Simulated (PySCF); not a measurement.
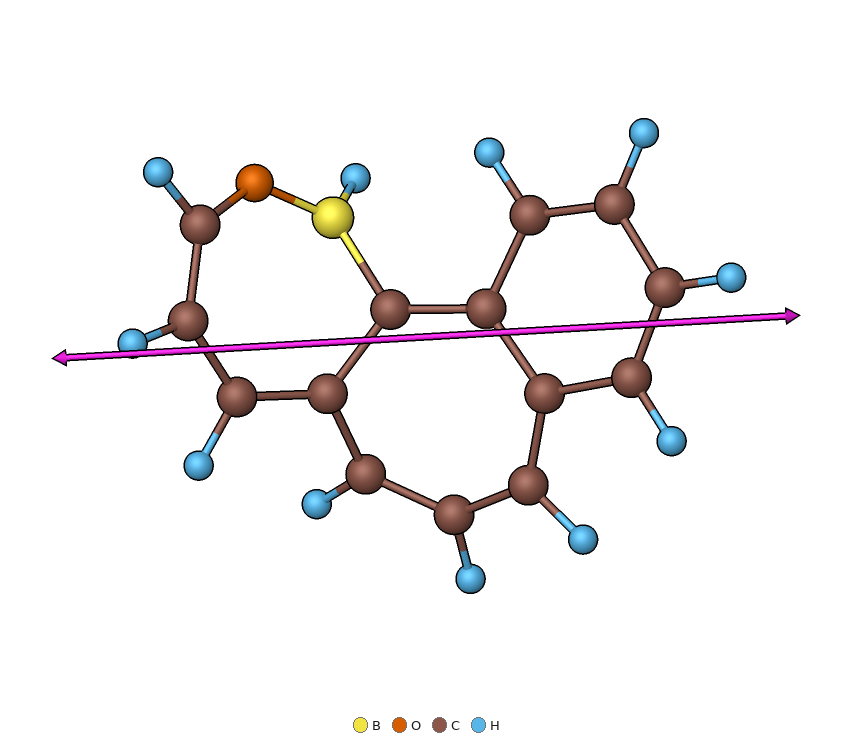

The double arrow shows the direction of the transition dipole to excited singlet state 5 (its length means nothing). The computed structure is the end point of a GFN2-xTB optimisation. No frequency run is at hand to confirm it as a minimum. Properties computed with TDA ωB97X-D/6-31G*, vertical, gas phase, core orbitals frozen in the response, virtual orbitals cut by energy (PySCF 2.14.0).

**Give its energy, strength and character.**

4.88 eV (254 nm), oscillator strength 0.36, of mixed character, with the largest part HOMO−2 → LUMO (weight 0.39); transition dipole 4.42 D.

The geometry is semi-empirical. Around B such bond lengths and angles can be off by a tenth of an ångström or more and by several degrees, and values that hang on the shape move with them.
